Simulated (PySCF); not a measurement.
## A study: ClH6PSi2, SMILES `[SiH3][SiH](P)Cl`

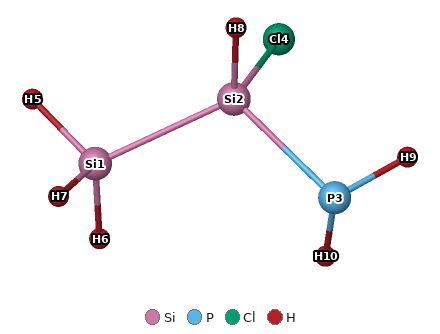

The molecule, with its atoms numbered as below. No frequency check shows the geometry to be a minimum.

Coordinates in Å:

```
Si1      2.0997    0.5832   -0.1409
Si2     -0.0386   -0.0623    0.5236
P3      -1.6176    1.4322   -0.0937
Cl4     -0.4808   -1.9224   -0.1994
H5       3.0921   -0.4287    0.2215
H6       2.1955    0.7914   -1.5884
H7       2.4744    1.8362    0.5138
H8      -0.2398   -0.1850    1.9741
H9      -2.6307    0.5028   -0.2424
H10     -1.3080    1.3877   -1.4418
```

Part 1: Local ionisation energy

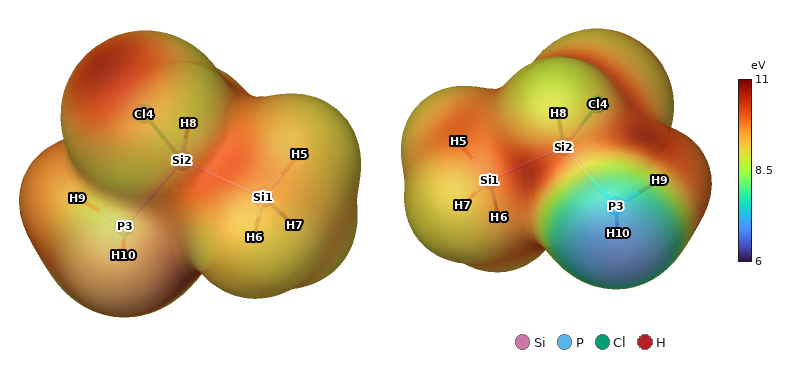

Average local ionisation energy on the surface of electron density 0.001 a.u. (back view left, front view right).

PySCF calculation, LDA (SVWN)/def2-SVP, gas phase; geometry: GFN2-xTB.

**Locate the minima of the map.**

The lowest value is 6.9 eV, 2.3 Å from P3. Further minima include 8.7 eV, 1.4 Å from H8; 9.0 eV, 1.5 Å from H7; 9.0 eV, 2.0 Å from Cl4. For comparison, the highest occupied orbital lies at −6.4 eV.

**What volume does the surface enclose, and what is the dipole moment?**

About 161 Å³; the dipole moment is 0.6 D.

Part 2: Localised orbitals

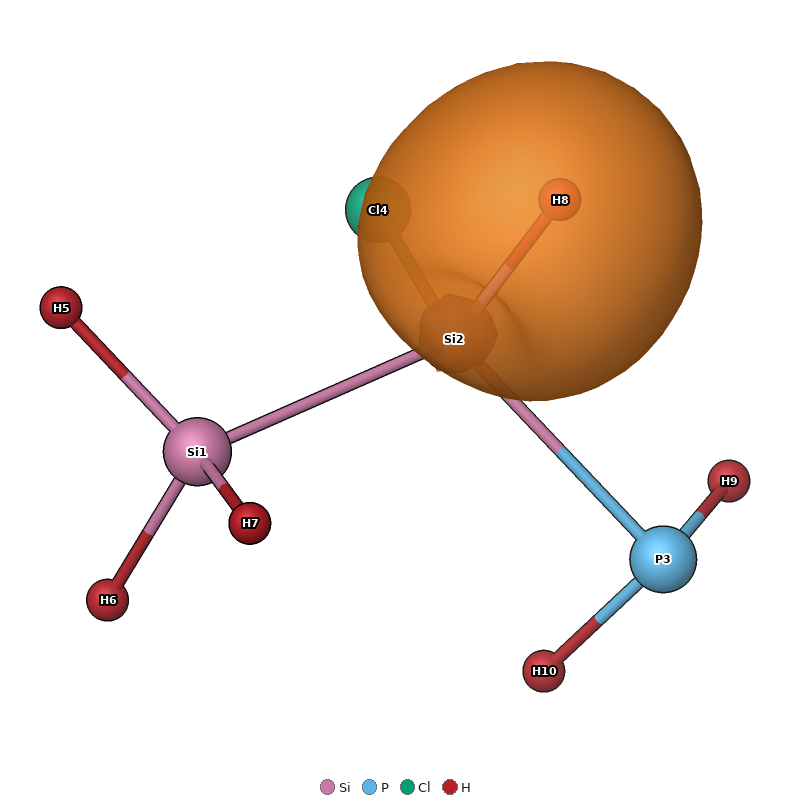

Foster–Boys orbitals, occupied; each surface holds about 85 % of the orbital's density. Energies are diagonal elements of the Fock matrix.

Method: HF/def2-TZVP; geometry: GFN2-xTB; program: PySCF.

**What does this orbital represent?**

σ bond H8–Si2 (H8 56 %, Si2 44 %; −15.5 eV).

Part 3: Stretching a bond

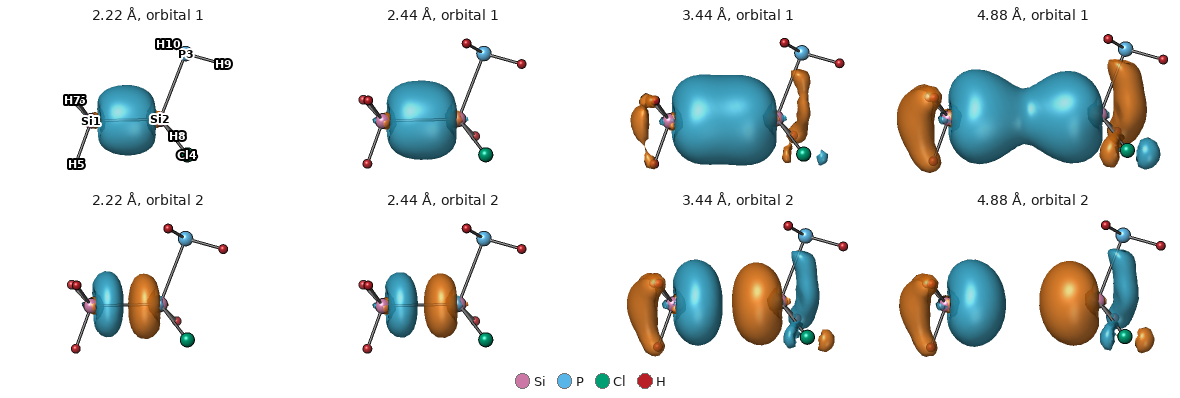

Rigid stretch of the Si1–Si2 bond. The two CASSCF(2,2) natural orbitals nearest half filling (orbital 1 the more occupied).

Level of theory: 6-31+G* basis (PySCF), at a geometry from GFN2-xTB.

**How do the occupations change along the stretch?**

2.22 Å: 1.99 and 0.01; 2.44 Å: 1.98 and 0.02; 3.44 Å: 1.82 and 0.18; 4.88 Å: 1.25 and 0.75. At the longest distance computed (6.22 Å) they are 1.05 and 0.95, and the effective number of unpaired electrons is 2.0.

**Where does the UHF solution part from RHF?**

Between 3.00 Å (⟨S²⟩ = 0, the two coincide) and 3.44 Å (⟨S²⟩ = 0.58); at 6.22 Å ⟨S²⟩ is 1.01 and UHF lies 3.5 eV below RHF.

**How much energy does the stretch cost?**

By CASSCF, 2.8 eV from the lowest point of the scan (2.44 Å) to 6.22 Å; RHF gives 5.9 eV from its own lowest point. The fragments aren't relaxed and dynamic correlation is missing, so this isn't a bond dissociation energy.

The PySCF runs shown took 9.7 s, 5.7 s and 9.2 min on 1 thread of Arm Neoverse V1 (shared host).
